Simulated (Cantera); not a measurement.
Input: 1 mol CH3SiCl3, 0.035 mol HCl, 78 mol H2, 0.42 mol C2H2, held at 0.470 bar.

Method: chemical equilibrium by Gibbs-energy minimisation in Cantera with the NASA 1993 tables (ideal gas, pure condensed phases). Candidate condensed phases: C, C6H6, C7H8, C8H18, Si, SiC; 109 gas species. The feed counts by its element totals alone. Rates play no part.

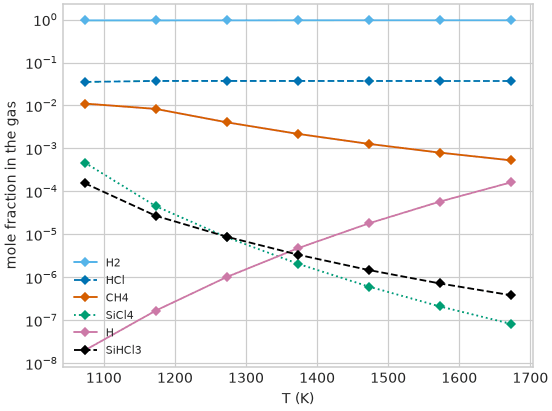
Figure. Equilibrium gas composition (values under 1e-9 drawn at 1e-9)

Task: Read off the mole fractions at 1673 K.

Result: H2 about 0.96, HCl about 0.037, CH4 about 0.00053, H about 0.00016, SiHCl3 about 3.8e-7, SiCl4 about 8.2e-8.
